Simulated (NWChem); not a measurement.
# AlH3S (SMILES [AlH2][SH]): levels of theory compared

We compute a comparison of 5 runs (PBE/def2-TZVP, PBE0/def2-SVP, PBE0/aug-cc-pVDZ, SVWN5/def2-TZVP, MP2/6-31G**) of AlH3S. 

The results are computed with NWChem 7.3.0.

### 1 The system as given

AlH3S: 5 atoms, total charge 0, spin state singlet. SMILES: `[AlH2][SH]`. Geometry: relaxed at PBE0-D4/def2-TZVP.

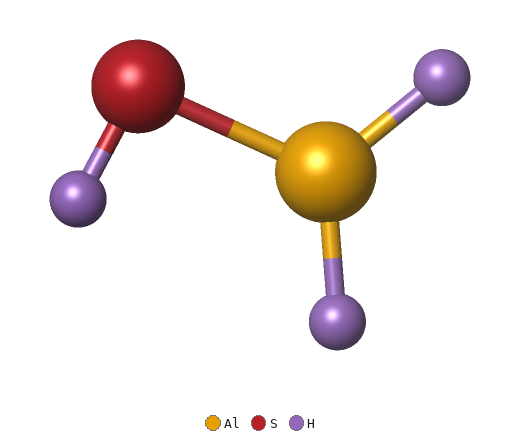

Viewed from a chosen angle; aluminium amber, sulfur red, hydrogen purple.

### 2 Energy and forces at PBE/def2-TZVP (run 1)

run.py

```python
from ase import Atoms
from ase.calculators.nwchem import NWChem

mol = Atoms(['Al', 'S', 'H', 'H', 'H'], positions=[
    [-0.616100, -0.064200, -0.181700],
    [1.129100, -0.343100, 1.096600],
    [-1.981700, -0.650100, 0.351100],
    [-0.441100, 0.696000, -1.556400],
    [1.959700, 0.287800, 0.249000],
])

calc = NWChem(
    label='nw',
    theory='dft',
    memory='2200 mb',
    basis='def2-TZVP',
    basispar='spherical bse',
    dft={'xc': 'xpbe96 cpbe96', 'mult': '1', 'grid': 'fine', 'convergence': 'energy 1e-08', 'iterations': '100', 'mulliken': None, 'print': 'low'},
)
mol.calc = calc

forces = mol.get_forces()
print("Total energy (eV):", round(mol.get_potential_energy(), 6))
print("forces (eV/A):")
for s, f in zip(mol.symbols, forces):
    print(f"{s:2s} {f[0]:10.5f} {f[1]:10.5f} {f[2]:10.5f}")
```

The run is started by

```console
$ export ASE_NWCHEM_COMMAND="nwchem PREFIX.nwi > PREFIX.nwo"
$ python run.py
```

Standard output:

```text
Total energy (eV): -17473.848219
forces (eV/A):
Al   -0.05888    0.01923   -0.06217
S    -0.00237   -0.16039    0.30483
H    -0.11359   -0.05363    0.05379
H     0.01265    0.06716   -0.12249
H     0.16219    0.12763   -0.17401
```

The calculator wrote nw.nwi:

```
title "nw"

permanent_dir nw

scratch_dir nw

start nw

geometry units angstrom nocenter noautosym noautoz
  Al -6.1609999999999998e-01 -6.4199999999999993e-02 -1.8170000000000000e-01
  S  1.1291000000000000e+00 -3.4310000000000002e-01 1.0966000000000000e+00
  H  -1.9817000000000000e+00 -6.5010000000000001e-01 3.5110000000000002e-01
  H  -4.4109999999999999e-01 6.9599999999999995e-01 -1.5564000000000000e+00
  H  1.9597000000000000e+00 2.8780000000000000e-01 2.4900000000000000e-01
end

memory 2200 mb

basis spherical bse noprint
   * library def2-TZVP
end

dft
  xc xpbe96 cpbe96
  mult 1
  grid fine
  convergence energy 1e-08
  iterations 100
  mulliken
  print low
end

task dft gradient
```

nw.nwo:

```text
Northwest Computational Chemistry Package (NWChem) 7.3.0
             --------------------------------------------------------

           Job information
           ---------------

    nwchem branch   = 7.3.0
    use scalapack   = T
    input           = nw.nwi
    prefix          = nw.
    data base       = nw/nw.db
    status          = startup
    nproc           =        1

           Memory information
           ------------------

[... 5 lines left out ...]
    hardfail = no
[... 38 lines left out ...]
            Nuclear Dipole moment (a.u.)
[... 82 lines left out ...]
         Total DFT energy =     -642.152083074402
[... 1 line left out ...]
           Coulomb energy =      365.260318894817
[... 1 line left out ...]
 Nuclear repulsion energy =       73.814905078071
[... 29 lines left out ...]
                         DFT ENERGY GRADIENTS

    atom               coordinates                        gradient
                 x          y          z           x          y          z
   1 Al     -1.164260  -0.121320  -0.343363    0.001145  -0.000374   0.001209
   2 S       2.133690  -0.648365   2.072274    0.000046   0.003119  -0.005928
   3 H      -3.744870  -1.228511   0.663483    0.002209   0.001043  -0.001046
   4 H      -0.833558   1.315249  -2.941170   -0.000246  -0.001306   0.002382
   5 H       3.703296   0.543863   0.470542   -0.003154  -0.002482   0.003384

 Task  times  cpu:       38.3s     wall:       38.3s
 Total times  cpu:       38.3s     wall:       38.3s
```

Run time: 40 s. Hardware: 1 thread of Intel Xeon Platinum 8175M at 2.50GHz (Skylake/Cascade Lake), shared host; peak memory 0.13 GiB.

### 3 Energy and forces at PBE0/def2-SVP (run 2)

alh3s.nw

```
start alh3s
title "AlH3S"
memory stack 880 mb heap 220 mb global 1100 mb
charge 0

geometry units angstrom noautosym nocenter noautoz
 Al      -0.616100      -0.064200      -0.181700
 S        1.129100      -0.343100       1.096600
 H       -1.981700      -0.650100       0.351100
 H       -0.441100       0.696000      -1.556400
 H        1.959700       0.287800       0.249000
end

basis "ao basis" spherical bse
 * library def2-SVP
end

dft
 xc pbe0
 grid xfine
 convergence energy 1e-08
 maxiter 100
 mulliken
end

task dft gradient
```

The run is started by

```console
$ nwchem alh3s.nw > alh3s.out
```

Standard output:

```text
[...]
          Wavefunction type:  closed shell.
          No. of atoms     :     5
          No. of electrons :    32
[...]
          Charge           :     0
          Spin multiplicity:     1
[...]
          AO basis - number of functions:    51
[...]
              XC Information
              --------------
                         PBE0 Method XC Functional
                     Hartree-Fock (Exact) Exchange  0.250
          PerdewBurkeErnzerhof Exchange Functional  0.750
            Perdew 1991 LDA Correlation Functional  1.000 local
           PerdewBurkeErnz. Correlation Functional  1.000 non-local
[...]
 d= 0,ls=0.0,diis     1   -641.9618719958 -7.16D+02  1.20D-02  1.62D-01     2.0
[...]
 d= 0,ls=0.0,diis     8   -641.9870440824 -2.25D-09  3.46D-07  1.68D-10    13.2
         Total DFT energy =     -641.987044082426
      One electron energy =    -1035.675137668544
           Coulomb energy =      365.062138753940
    Exchange-Corr. energy =      -45.188950245892
 Nuclear repulsion energy =       73.814905078071
[...]
  wavefunction    = closed shell
                         DFT ENERGY GRADIENTS
    atom               coordinates                        gradient
                 x          y          z           x          y          z
   1 Al     -1.164260  -0.121320  -0.343363    0.000753   0.000197  -0.000045
   2 S       2.133690  -0.648365   2.072274    0.001627   0.001799  -0.002736
   3 H      -3.744870  -1.228511   0.663483    0.000957   0.000446  -0.000444
   4 H      -0.833558   1.315249  -2.941170   -0.000230  -0.000615   0.001071
   5 H       3.703296   0.543863   0.470542   -0.003107  -0.001827   0.002154
[...]
```

Wall time 18 s (1 thread of Intel Xeon Platinum 8175M at 2.50GHz (Skylake/Cascade Lake), shared host); peak memory 0.13 GiB.

Runs 3 to 4 aren't shown in full; the table further down has their settings and results.

### 4 Energy and forces at MP2/6-31G(d,p) (spherical functions) (run 5)

alh3s.nw

```
start alh3s
memory total 2200 mb
charge 0

geometry noautosym nocenter noautoz
Al    -0.616100    -0.064200    -0.181700
S      1.129100    -0.343100     1.096600
H     -1.981700    -0.650100     0.351100
H     -0.441100     0.696000    -1.556400
H      1.959700     0.287800     0.249000
end

basis spherical bse
* library 6-31G**
end

scf
thresh 1e-08
maxiter 80
end

mp2
freeze core 10
tight
end

task mp2 gradient
```

The run is started by

```console
$ nwchem alh3s.nw > alh3s.out
```

Standard output:

```text
[...]
  functions       =    51
[...]
  wavefunction    = RHF
[...]
         Total SCF energy =   -641.193687679527
      One-electron energy =  -1035.741026934075
      Two-electron energy =    320.732434176477
 Nuclear repulsion energy =     73.814905078071
        Time for solution =      8.2s
[...]
          Total MP2 energy          -641.382168930125
[...]
                         mp2 ENERGY GRADIENTS
    atom               coordinates                        gradient
                 x          y          z           x          y          z
   1 Al     -1.164260  -0.121320  -0.343363    0.001742   0.000317   0.000149
   2 S       2.133690  -0.648365   2.072274   -0.003225  -0.003290   0.004891
   3 H      -3.744870  -1.228511   0.663483   -0.001782  -0.000899   0.000949
   4 H      -0.833558   1.315249  -2.941170    0.000097   0.000970  -0.001811
   5 H       3.703296   0.543863   0.470542    0.003168   0.002902  -0.004179
[...]
```

Wall time 26 s (1 thread of Intel Xeon Platinum 8175M at 2.50GHz (Skylake/Cascade Lake), shared host); peak memory 0.12 GiB.

### 5 All runs side by side

```csv
run,level,integration grid,iteration cap,energy (Eh),largest force (eV/Å),wall time
1,PBE/def2-TZVP,fine,100,-642.152083,0.344,40 s
2,PBE0/def2-SVP,xfine,100,-641.987044,0.216,18 s
3,PBE0/aug-cc-pVDZ,xfine,100,-642.193261,0.440,1.9 min
4,SVWN5/def2-TZVP,fine,100,-640.019842,0.364,32 s
5,MP2/6-31G** (spherical functions),–,80,-641.382169,0.346,26 s
```

### 6 What came out

| quantity | value |
| --- | --- |
| run 5: total energy | -641.38217 Eh |
| run 5: dipole moment (of the density that the program reports) | 1.33 D |
| run 5: HOMO energy (Hartree–Fock orbitals) | -10.46 eV |
| run 5: LUMO energy (Hartree–Fock orbitals) | 1.22 eV |
| run 5: HOMO–LUMO gap (Hartree–Fock orbitals) | 11.68 eV |
| run 5: correlation energy (10 core orbitals frozen) | -188.5 mEh |
| run 5: largest force on an atom | 0.346 eV/Å |

In words: Over runs 2, 3, 4, 5 the dipole moment (its size) runs from 0.94 D (SVWN5/def2-TZVP) to 1.33 D (MP2/6-31G**). The two ends differ in method and basis. Totals of different functionals can't be ranked against each other. All runs together took 3.8 min, the longest 1.9 min.
